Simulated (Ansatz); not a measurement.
**ZrSe2 with a defect (C on a Zr site): a single-point run**

Aim: the field gradients at the nuclei of ZrSe2 with a defect (C on a Zr site), from a sound single-point run.

Computed with Ansatz 0.2.0 (Kohn-Sham DFT, with the functional, basis and potentials that each input names, unless a step's input says otherwise).

### Step 1. Starting point

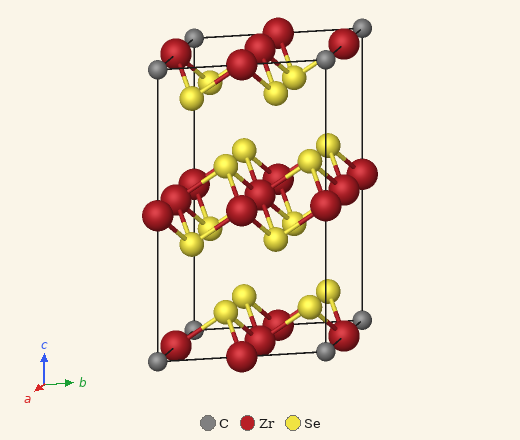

The starting structure, seen slightly off an axis (carbon grey, zirconium red, selenium yellow). Atoms on the faces are drawn again on the opposite ones.

Coordinates:

```xyz
24
Lattice="7.6223 0.0000 0.0000 -3.8112 6.6011 0.0000 0.0000 0.0000 12.7998" Properties=species:S:1:pos:R:3 pbc="T T T"
C     0.0000    0.0000    0.0000
Zr    0.0000    0.0000    6.3999
Zr   -1.9056    3.3006    0.0000
Zr   -1.9056    3.3006    6.3999
Zr    3.8112    0.0000    0.0000
Zr    3.8112    0.0000    6.3999
Zr    1.9056    3.3006    0.0000
Zr    1.9056    3.3006    6.3999
Se    1.9056    1.1002    4.8376
Se    1.9056    1.1002   11.2375
Se    0.0000    4.4007    4.8376
Se    0.0000    4.4007   11.2375
Se    5.7167    1.1002    4.8376
Se    5.7167    1.1002   11.2375
Se    3.8112    4.4007    4.8376
Se    3.8112    4.4007   11.2375
Se    0.0000    2.2004    1.5623
Se    0.0000    2.2004    7.9622
Se   -1.9056    5.5009    1.5623
Se   -1.9056    5.5009    7.9622
Se    3.8112    2.2004    1.5623
Se    3.8112    2.2004    7.9622
Se    1.9056    5.5009    1.5623
Se    1.9056    5.5009    7.9622
```

### Step 2. The run

The input, input.yaml:

```yaml
crystal:
  lattice:
    - [7.6223050204, 0.0, 0.0]
    - [-3.8111525102, 6.601109783, 0.0]
    - [0.0, 0.0, 12.79981378]
  atoms:
    - { symbol: C, position: [0.0, 0.0, 0.0] }
    - { symbol: Zr, position: [0.0, 0.0, 0.5] }
    - { symbol: Zr, position: [0.0, 0.5, 0.0] }
    - { symbol: Zr, position: [0.0, 0.5, 0.5] }
    - { symbol: Zr, position: [0.5, 0.0, 0.0] }
    - { symbol: Zr, position: [0.5, 0.0, 0.5] }
    - { symbol: Zr, position: [0.5, 0.5, 0.0] }
    - { symbol: Zr, position: [0.5, 0.5, 0.5] }
    - { symbol: Se, position: [0.3333333333, 0.1666666667, 0.377941205] }
    - { symbol: Se, position: [0.3333333333, 0.1666666667, 0.877941205] }
    - { symbol: Se, position: [0.3333333333, 0.6666666667, 0.377941205] }
    - { symbol: Se, position: [0.3333333333, 0.6666666667, 0.877941205] }
    - { symbol: Se, position: [0.8333333333, 0.1666666667, 0.377941205] }
    - { symbol: Se, position: [0.8333333333, 0.1666666667, 0.877941205] }
    - { symbol: Se, position: [0.8333333333, 0.6666666667, 0.377941205] }
    - { symbol: Se, position: [0.8333333333, 0.6666666667, 0.877941205] }
    - { symbol: Se, position: [0.1666666667, 0.3333333333, 0.122058795] }
    - { symbol: Se, position: [0.1666666667, 0.3333333333, 0.622058795] }
    - { symbol: Se, position: [0.1666666667, 0.8333333333, 0.122058795] }
    - { symbol: Se, position: [0.1666666667, 0.8333333333, 0.622058795] }
    - { symbol: Se, position: [0.6666666667, 0.3333333333, 0.122058795] }
    - { symbol: Se, position: [0.6666666667, 0.3333333333, 0.622058795] }
    - { symbol: Se, position: [0.6666666667, 0.8333333333, 0.122058795] }
    - { symbol: Se, position: [0.6666666667, 0.8333333333, 0.622058795] }
kpoints:
  mp_grid: { grid: [3, 3, 2] }
scf:
  occupations: { method: fermi_dirac, width: 0.01 }
  max_iter: 75
hamiltonian:
  xc: pbe
  pseudopotentials: { kind: paw }
  hubbard: { sites: [{ species: Zr, l: d, u_eff: -5.0 }] }
output:
  forces: true
  stress: true
  populations: true
  efg: { quadrupole_moments_barn: { Zr: -0.176 }, contact_densities: true }
```

The run is started by

```bash
$ ansatz run input.yaml --threads 1 --pin off --max-ram 3072MiB --backend cpu --events-out ev --progress --plain --runs-dir out
```

Log:

```text
Warning: RAYON_NUM_THREADS=1 ignored (pool sized by the plan → 1); use --threads N
C: projections on atomic orbitals take those of the free atom [He] 2s2 2p2, of charge +0.00 (hamiltonian.pseudopotentials.projection_atoms); the dataset's partial waves leave at most 3.7e-9 of an orbital's norm unspanned inside its sphere
Zr: projections on atomic orbitals take those of the free atom [Ar 3d10] 4s2 4p6 4d2 5s2, of charge +0.00 (hamiltonian.pseudopotentials.projection_atoms); the dataset's partial waves leave at most 4.4e-6 of an orbital's norm unspanned inside its sphere
Se: projections on atomic orbitals take those of the free atom [Ar] 3d10 4s2 4p4, of charge +0.00 (hamiltonian.pseudopotentials.projection_atoms); the dataset's partial waves leave at most 2.3e-6 of an orbital's norm unspanned inside its sphere
Zr: output.efg is read without spin–orbit coupling, which moves field gradients at and beside such atoms by some per cent and up to a factor of two; PAW files take it under magnetization.noncollinear and magnetization.spin_orbit
Engine: ansatz 0.2.0, aarch64-unknown-linux-gnu
Pseudopotentials: kind: paw
Pseudopotential: C, paw, valence charge 4, recommended cutoff 420 eV (normal), C.paw.azcp
Pseudopotential: Zr, paw, valence charge 12, recommended cutoff 420 eV (normal), Zr.paw.azcp
Pseudopotential: Se, paw, valence charge 16, recommended cutoff 420 eV (normal), Se.paw.azcp
Functional definition: PBE
  parameter kappa = 0.804
  parameter beta = 0.06672455060314922
  exchange = pbe_x(kappa = kappa, mu = beta*pi^2/3)
  correlation = pbe_c(beta = beta)
Crystal: 24 atoms, lattice volume = 644.031 Å³
Basis set: ecut = 420 eV, 12601 PW (Γ), exchange–correlation on 108×108×180 points (8 copies of the dense FFT grid, shifted against one another)
Bands: 207, of which v1, the nominal top of the filled ones, is band 172 counted from 1 (171 counted from 0)
Symmetry: 12 space group operations
Space group: P-3m1 (ITA 164), of the structure as read, at distance tolerance 8.6e-5 Å
k-points: 6 of 18
Non-local potential: C, projectors of the file, l = 0: 2, l = 1: 2, l = 2: 1
Non-local potential: Zr, projectors of the file, l = 0: 3, l = 1: 2, l = 2: 2, l = 3: 2
Non-local potential: Se, projectors of the file, l = 0: 2, l = 1: 2, l = 2: 3, l = 3: 1
PAW form: soft (Blöchl's): semilocal exchange-correlation on the pseudo side does not see the compensation charge
PAW one-centre angular grid: C, 110 points (default); XC on 64 Gauss nodes
PAW one-centre angular grid: Zr, 590 points (default); XC on 64 Gauss nodes
PAW one-centre angular grid: Se, 590 points (default); XC on 64 Gauss nodes
Initial wavefunctions: pseudopotential atomic-orbital guess
Functional: x = pbe(κ = 0.804, μ = 0.2195149727645171), c = pbe(β = 0.06672455060314922)
SCF iter   1: F=—  HF=-117158.473441 eV  |F-HF|=—  |Δ(HF+E_count)|=         —  Δρ=1.51e-1  dr2=6.66e2  ethr=3.10e-3  ⟨swp⟩=5.7  Hψ=4734  notcnv=0  defer=27
preconditioner: auto → LDOS  [metal: Δε(μ)=0.009 eV  Ē_g=6.606 eV  σ=0.010 eV  W_gap=0.22  n_scr=148 (ndim 8)  ℏωp=16.6 eV  f_vac=0.057  D(μ)=82.66/eV (n_scr^D=1212)  β→1.0]
SCF iter   2: F=—  HF=-117141.388354 eV  |F-HF|=—  |Δ(HF+E_count)|=    1.71e1  Δρ=6.15e-2  dr2=4.40e1  ethr=3.10e-3  ⟨swp⟩=3.3  Hψ=2652  notcnv=0  defer=152
SCF iter   3: F=—  HF=-117110.328375 eV  |F-HF|=—  |Δ(HF+E_count)|=    3.11e1  Δρ=4.40e-2  dr2=3.16e1  ethr=3.10e-3  ⟨swp⟩=3.5  Hψ=2562  notcnv=0  defer=168
SCF iter   4: F=—  HF=-117102.246580 eV  |F-HF|=—  |Δ(HF+E_count)|=    8.08e0  Δρ=2.56e-2  dr2=8.59e0  ethr=3.10e-3  ⟨swp⟩=2.8  Hψ=1790  notcnv=0  defer=164
SCF iter   5: F=—  HF=-117100.695003 eV  |F-HF|=—  |Δ(HF+E_count)|=    1.55e0  Δρ=1.54e-2  dr2=3.32e0  ethr=2.50e-3  ⟨swp⟩=2.7  Hψ=1450  notcnv=0  defer=164
SCF iter   6: F=—  HF=-117100.440101 eV  |F-HF|=—  |Δ(HF+E_count)|=   2.55e-1  Δρ=1.23e-2  dr2=3.03e0  ethr=9.65e-4  ⟨swp⟩=3.3  Hψ=2362  notcnv=0  defer=164
SCF iter   7: F=—  HF=-117099.783172 eV  |F-HF|=—  |Δ(HF+E_count)|=   6.57e-1  Δρ=4.09e-3  dr2=3.14e-1  ethr=8.82e-4  ⟨swp⟩=3.0  Hψ=1558  notcnv=0  defer=159
SCF iter   8: F=—  HF=-117099.775935 eV  |F-HF|=—  |Δ(HF+E_count)|=   7.24e-3  Δρ=2.94e-3  dr2=1.68e-1  ethr=9.13e-5  ⟨swp⟩=2.5  Hψ=1457  notcnv=0  defer=159
SCF iter   9: F=—  HF=-117099.755858 eV  |F-HF|=—  |Δ(HF+E_count)|=   2.01e-2  Δρ=1.83e-3  dr2=4.50e-2  ethr=4.89e-5  ⟨swp⟩=2.7  Hψ=1398  notcnv=0  defer=159
SCF iter  10: F=—  HF=-117099.750635 eV  |F-HF|=—  |Δ(HF+E_count)|=   5.22e-3  Δρ=9.56e-4  dr2=1.90e-2  ethr=1.31e-5  ⟨swp⟩=3.0  Hψ=1626  notcnv=0  defer=159
[... 3 lines left out ...]
SCF iter  14: F=—  HF=-117099.747779 eV  |F-HF|=—  |Δ(HF+E_count)|=   1.37e-4  Δρ=2.49e-4  dr2=1.34e-3  ethr=3.98e-7  ⟨swp⟩=2.0  Hψ=1257  notcnv=0  defer=159
SCF iter  15: F=—  HF=-117099.747733 eV  |F-HF|=—  |Δ(HF+E_count)|=   4.66e-5  Δρ=1.49e-4  dr2=1.60e-4  ethr=3.88e-7  ⟨swp⟩=1.2  Hψ=1085  notcnv=0  defer=159
SCF iter  16: F=—  HF=-117099.747702 eV  |F-HF|=—  |Δ(HF+E_count)|=   3.06e-5  Δρ=9.35e-5  dr2=5.76e-5  ethr=4.64e-8  ⟨swp⟩=2.0  Hψ=2062  notcnv=0  defer=159
SCF iter  17: F=—  HF=-117099.747535 eV  |F-HF|=—  |Δ(HF+E_count)|=   1.67e-4  Δρ=5.54e-5  dr2=1.78e-5  ethr=1.67e-8  ⟨swp⟩=2.0  Hψ=1541  notcnv=0  defer=159
SCF iter  18: F=—  HF=-117099.747533 eV  |F-HF|=—  |Δ(HF+E_count)|=   1.53e-6  Δρ=3.63e-5  dr2=6.67e-6  ethr=5.18e-9  ⟨swp⟩=2.0  Hψ=1842  notcnv=0  defer=159
SCF iter  19: F=—  HF=-117099.747533 eV  |F-HF|=—  |Δ(HF+E_count)|=   7.16e-7  Δρ=2.38e-5  dr2=3.60e-6  ethr=1.94e-9  ⟨swp⟩=2.0  Hψ=2067  notcnv=0  defer=159
SCF iter  20: F=—  HF=-117099.747532 eV  |F-HF|=—  |Δ(HF+E_count)|=   5.34e-7  Δρ=1.54e-5  dr2=1.60e-6  ethr=1.05e-9  ⟨swp⟩=2.0  Hψ=1785  notcnv=0  defer=159
SCF iter  21: F=—  HF=-117099.747532 eV  |F-HF|=—  |Δ(HF+E_count)|=   1.91e-7  Δρ=1.16e-5  dr2=1.03e-6  ethr=4.66e-10  ⟨swp⟩=2.0  Hψ=1407  notcnv=0  defer=159
SCF iter  22: F=—  HF=-117099.747532 eV  |F-HF|=—  |Δ(HF+E_count)|=   1.71e-7  Δρ=7.02e-6  dr2=2.44e-7  ethr=3.00e-10  ⟨swp⟩=2.0  Hψ=1359  notcnv=0  defer=159
SCF iter  23: F=-117099.747532 eV  HF=-117099.747532 eV  |F-HF|=1.33e-8  |Δ(HF+E_count)|=   3.67e-9  Δρ=4.30e-6  dr2=7.03e-8  ethr=2.91e-11  ⟨swp⟩=10.8  Hψ=5587  notcnv=0
SCF 1 converged in 23 iterations: F = -117099.747532 eV  dr2 = 7.03e-8
SCF converged after 23 iterations
Free energy (F): -117099.747532 eV
Harris-Foulkes:  -117099.747532 eV  (|F-HF|=1.33e-8)
Internal energy: -117099.733595 eV  (E = F + TS)
E sigma→0 (E₀):  -117099.740564 eV
Entropy (-TS):   -0.013936 eV (-0.581 meV/atom)
Fermi energy:    7.198467 eV
--- Per-component energies (eV) ---
  E_band       = -7411.765497
  E_kinetic    = 4279.617682
  E_local      = -48277.186943  (includes V_loc(G=0)·N_el)
  E_nonlocal   = -8945.189223
  E_hartree    = 22784.303335
  E_xc         = -2835.973853
  E_vxc        = -2951.850041  (∫ρ·V_xc dr)
  E_hubbard    = -36.340042  (on-site DFT+U / exact-exchange correction)
  E_vhub       = -19.839409  (the Hubbard potential's part of the band-sum identity)
  E_paw        = -51356.839831  (= ΣΔE_a)
  E_vpaw       = 2934.104665  (= ΣTr[D̂ρ^β])
  E_aug_tail   = -0.009339  (compensation charges beyond the density's cutoff)
  E_ewald      = -32712.115382
  E_smearing   = -0.013936  (= −TS)
  E_closure    = -0.000000  (closes the sum)
  Σ components = -117099.747532   (vs F -117099.747532, Δ=0.00e0)
--- Forces (eV/Å), atoms counted from 1 ---
  atom   1  C      0.00000000    -0.00000000     0.00000000
  atom   2  Zr     0.00000000     0.00000000     0.00000000
  atom   3  Zr     0.00000000    -0.00000000     0.00000000
  atom   4  Zr     0.00000000     0.00000000     0.00000000
  atom   5  Zr     0.00000000     0.00000000     0.00000000
  atom   6  Zr     0.00000000    -0.00000000     0.00000000
  atom   7  Zr     0.00000000     0.00000000     0.00000000
  atom   8  Zr     0.00000000     0.00000000    -0.00000000
  atom   9  Se    -0.00533659    -0.00308108     0.10708479
  atom  10  Se    -0.14422618    -0.08326902     0.73380833
  atom  11  Se     0.00000000     0.00000000     0.07204342
  atom  12  Se     0.00000000     0.00000000    -0.02431761
  atom  13  Se     0.00533659    -0.00308108     0.10708479
  atom  14  Se     0.14422618    -0.08326902     0.73380833
  atom  15  Se    -0.00000000     0.00616216     0.10708479
  atom  16  Se     0.00000000     0.16653805     0.73380833
  atom  17  Se     0.00000000    -0.16653805    -0.73380833
  atom  18  Se     0.00000000    -0.00616216    -0.10708479
  atom  19  Se    -0.14422618     0.08326902    -0.73380833
  atom  20  Se    -0.00533659     0.00308108    -0.10708479
  atom  21  Se     0.00000000    -0.00000000     0.02431761
  atom  22  Se     0.00000000    -0.00000000    -0.07204342
  atom  23  Se     0.14422618     0.08326902    -0.73380833
  atom  24  Se     0.00533659     0.00308108    -0.10708479
  max |Σ_I F_I| component: 4.86e-16 eV/Å
--- Stress (GPa, compression-positive) ---
       -4.259690       0.000000       0.000000
        0.000000      -4.259690       0.000000
        0.000000       0.000000      -2.146074
  P = ⅓ Tr σ = -3.5552 GPa (-35.552 kbar)
--- PAW observables at the nuclei: V_zz in 10²¹ V/m², potentials from the cell's mean, atoms counted from 1 ---
  atom   1  C  V_zz =    -1.032387   η = 0.0000   by run symmetry: allowed
            electrostatic potential = -412.661001 V   contact ρ = 880.728309 e/Å³
  atom   2  Zr V_zz =    -2.905786   η = 0.0000   by run symmetry: allowed   C_q = +12.3660 MHz
            electrostatic potential = -5920.659871 V   contact ρ = 490512.314141 e/Å³
  atom   3  Zr V_zz =    -2.319775   η = 0.9737   by run symmetry: allowed   C_q = +9.8722 MHz
            electrostatic potential = -5921.172052 V   contact ρ = 490514.094919 e/Å³
  atom   4  Zr V_zz =    -2.833650   η = 0.0112   by run symmetry: allowed   C_q = +12.0591 MHz
            electrostatic potential = -5920.653929 V   contact ρ = 490512.351725 e/Å³
  atom   5  Zr V_zz =    -2.319775   η = 0.9737   by run symmetry: allowed   C_q = +9.8722 MHz
            electrostatic potential = -5921.172052 V   contact ρ = 490514.094919 e/Å³
  atom   6  Zr V_zz =    -2.833650   η = 0.0112   by run symmetry: allowed   C_q = +12.0591 MHz
            electrostatic potential = -5920.653929 V   contact ρ = 490512.351724 e/Å³
  atom   7  Zr V_zz =    -2.319775   η = 0.9737   by run symmetry: allowed   C_q = +9.8722 MHz
            electrostatic potential = -5921.172052 V   contact ρ = 490514.094919 e/Å³
  atom   8  Zr V_zz =    -2.833650   η = 0.0112   by run symmetry: allowed   C_q = +12.0591 MHz
            electrostatic potential = -5920.653929 V   contact ρ = 490512.351725 e/Å³
  atom   9  Se V_zz =    +1.641386   η = 0.0471   by run symmetry: allowed
            electrostatic potential = -4709.349750 V   contact ρ = 262882.828752 e/Å³
  atom  10  Se V_zz =   +23.279117   η = 0.2144   by run symmetry: allowed
            electrostatic potential = -4709.532532 V   contact ρ = 262889.938456 e/Å³
  atom  11  Se V_zz =    +1.576133   η = 0.0000   by run symmetry: allowed
            electrostatic potential = -4709.343995 V   contact ρ = 262882.757033 e/Å³
  atom  12  Se V_zz =    -2.733677   η = 0.0000   by run symmetry: allowed
            electrostatic potential = -4709.528176 V   contact ρ = 262883.565985 e/Å³
  atom  13  Se V_zz =    +1.641386   η = 0.0471   by run symmetry: allowed
            electrostatic potential = -4709.349750 V   contact ρ = 262882.828752 e/Å³
  atom  14  Se V_zz =   +23.279117   η = 0.2144   by run symmetry: allowed
            electrostatic potential = -4709.532532 V   contact ρ = 262889.938456 e/Å³
  atom  15  Se V_zz =    +1.641386   η = 0.0471   by run symmetry: allowed
            electrostatic potential = -4709.349750 V   contact ρ = 262882.828751 e/Å³
  atom  16  Se V_zz =   +23.279117   η = 0.2144   by run symmetry: allowed
            electrostatic potential = -4709.532532 V   contact ρ = 262889.938457 e/Å³
  atom  17  Se V_zz =   +23.279117   η = 0.2144   by run symmetry: allowed
            electrostatic potential = -4709.532532 V   contact ρ = 262889.938457 e/Å³
  atom  18  Se V_zz =    +1.641386   η = 0.0471   by run symmetry: allowed
            electrostatic potential = -4709.349750 V   contact ρ = 262882.828751 e/Å³
  atom  19  Se V_zz =   +23.279117   η = 0.2144   by run symmetry: allowed
            electrostatic potential = -4709.532532 V   contact ρ = 262889.938456 e/Å³
  atom  20  Se V_zz =    +1.641386   η = 0.0471   by run symmetry: allowed
            electrostatic potential = -4709.349750 V   contact ρ = 262882.828752 e/Å³
  atom  21  Se V_zz =    -2.733677   η = 0.0000   by run symmetry: allowed
            electrostatic potential = -4709.528176 V   contact ρ = 262883.565985 e/Å³
  atom  22  Se V_zz =    +1.576133   η = 0.0000   by run symmetry: allowed
            electrostatic potential = -4709.343995 V   contact ρ = 262882.757033 e/Å³
  atom  23  Se V_zz =   +23.279117   η = 0.2144   by run symmetry: allowed
            electrostatic potential = -4709.532532 V   contact ρ = 262889.938456 e/Å³
  atom  24  Se V_zz =    +1.641386   η = 0.0471   by run symmetry: allowed
            electrostatic potential = -4709.349750 V   contact ρ = 262882.828752 e/Å³
--- Band table (eV; the first three rows and the last of 6) ---
[... 4 lines left out ...]
Occupation matrices written to <dir>
--- Löwdin populations: 24 sites ---
  site symbol       q [e]
     0      C      4.2448
     1     Zr     11.4893
     2     Zr     11.4960
     3     Zr     11.4903
     4     Zr     11.4960
     5     Zr     11.4903
     6     Zr     11.4960
     7     Zr     11.4903
     8     Se     16.1784
     9     Se     16.1213
    10     Se     16.1835
    11     Se     16.1725
    12     Se     16.1784
    13     Se     16.1213
    14     Se     16.1784
    15     Se     16.1213
    16     Se     16.1213
    17     Se     16.1784
    18     Se     16.1213
    19     Se     16.1784
    20     Se     16.1725
    21     Se     16.1835
    22     Se     16.1213
    23     Se     16.1784
  spilling = 0.002318 (of n_electrons = 344.000000)
```

It took 2.2 min on 1 thread of Arm Neoverse V2, shared host; peak memory 1.7 GiB.

### Step 3. A second look at the input

The program finished normally, with warnings (gradients without spin orbit). That alone doesn't make the input a sound one.

The suspect setting: hamiltonian.hubbard.sites is [{species: Zr, l: d, u_eff: -5.0}]. The Hubbard parameter is far from any physical value.

The test: delete hamiltonian.hubbard.sites.

### Step 4. A check with that setting changed

Besides the cure, the input differs in scf.max_iter.

Edit input.yaml of step 2 so:

```diff
@@ -34,3 +34,2 @@
   occupations: { method: fermi_dirac, width: 0.01 }
-  max_iter: 75
 hamiltonian:
@@ -38,3 +37,2 @@
   pseudopotentials: { kind: paw }
-  hubbard: { sites: [{ species: Zr, l: d, u_eff: -5.0 }] }
 output:
```

The run is started by

```bash
$ ansatz run input.yaml --threads 1 --pin off --max-ram 3072MiB --backend cpu --events-out ev --progress --plain --runs-dir out
```

Excerpt of the output:

```text
[...]
Basis set: ecut = 420 eV, 12601 PW (Γ), exchange–correlation on 108×108×180 points (8 copies of the dense FFT grid, shifted against one another)
[...]
k-points: 6 of 18
[...]
SCF iter   1: F=—  HF=-117064.717409 eV  |F-HF|=—  |Δ(HF+E_count)|=         —  Δρ=4.68e-3  dr2=2.65e-1  ethr=1.77e-3  ⟨swp⟩=5.2  Hψ=4386  notcnv=0  defer=48
preconditioner: auto → LDOS  [insulator: Δε(μ)=0.054 eV  Ē_g=7.472 eV  σ=0.010 eV  W_gap=0.78  n_scr=148 (ndim 8)  ℏωp=16.6 eV  f_vac=0.096  D(μ)=12.75/eV (n_scr^D=66)  ε∞_Penn≈5.9  β→1.0]
SCF iter   2: F=—  HF=-117064.709072 eV  |F-HF|=—  |Δ(HF+E_count)|=   8.34e-3  Δρ=4.10e-3  dr2=1.82e-1  ethr=7.71e-5  ⟨swp⟩=2.3  Hψ=1825  notcnv=0  defer=161
[...]
SCF iter  11: F=—  HF=-117064.681112 eV  |F-HF|=—  |Δ(HF+E_count)|=   1.27e-7  Δρ=6.25e-6  dr2=1.64e-6  ethr=1.48e-9  ⟨swp⟩=2.0  Hψ=1423  notcnv=0  defer=158
SCF iter  12: F=-117064.681112 eV  HF=-117064.681112 eV  |F-HF|=8.24e-9  |Δ(HF+E_count)|=   2.40e-8  Δρ=1.66e-6  dr2=3.35e-8  ethr=2.91e-11  ⟨swp⟩=8.3  Hψ=4772  notcnv=0
[...]
SCF converged after 12 iterations
Free energy (F): -117064.681112 eV
[...]
E sigma→0 (E₀):  -117064.675479 eV
[...]
Fermi energy:    7.365789 eV
[...]
  P = ⅓ Tr σ = -0.9532 GPa (-9.532 kbar)
[...]
```

Run time: 76 s. Hardware: 1 thread of Arm Neoverse V2, shared host; peak memory 1.4 GiB.

Site by site (atoms counted from 1):

```csv
site,atoms,distance from the defect (Å),V_zz (10²¹ V/m²),η,C_Q (MHz)
C,1,0.00,-0.91,0.00,–
Se10,"10, 14, 16, 17, …",2.70,23.9,0.23,–
Zr3,"3, 5, 7",3.81,2.13,0.81,-9.07 (⁹¹Zr)
Se12,"12, 21",4.67,-3.21,0.00,–
Se9,"9, 13, 15, 18, …",5.31,1.28,0.07,–
Zr2,2,6.40,-1.96,0.00,8.35 (⁹¹Zr)
Se11,"11, 22",6.54,1.35,0.00,–
Zr4,"4, 6, 8",7.45,-1.88,0.02,8.02 (⁹¹Zr)
```

V_zz is the principal component of the electric field gradient with the largest magnitude, η = (V_xx − V_yy)/V_zz and C_Q = eQV_zz/h. Nuclear quadrupole moments: year-2017 set (Pyykkö). A dash under C_Q marks elements without a common quadrupolar isotope.

```csv
run,ending,energy change,pressure (GPa),gap (eV),force (eV/Å),cycles,time
first try,converged,-1.46 eV/atom (U changed: no physical gain or loss),-3.6,0.00,0.75,23,2.2 min
second try,converged,0,-1.0,0.00,0.56,12,76 s
```

### Step 5. Results

| quantity | value |
| --- | --- |
| first try | converged, 23 SCF cycles |
| fault in the input | unphysical U |
| second try | converged, 12 SCF cycles |
| energy (zero set by the potentials) | -117064.6811 eV |
| pressure | -0.95 GPa |
| gap on the mesh | none (metal on this mesh) |
| largest force | 0.556 eV/Å |
| largest V_zz in size | 23.9 × 10²¹ V/m² at Se10 |

Both runs converge, but their results differ; on mending, the pressure goes from -3.6 to -1.0 GPa, the largest force goes from 0.75 to 0.56 eV/Å. Only the second answers the question as it was meant. The largest force in the second run is 0.556 eV/Å, so the atoms are not at their relaxed places.
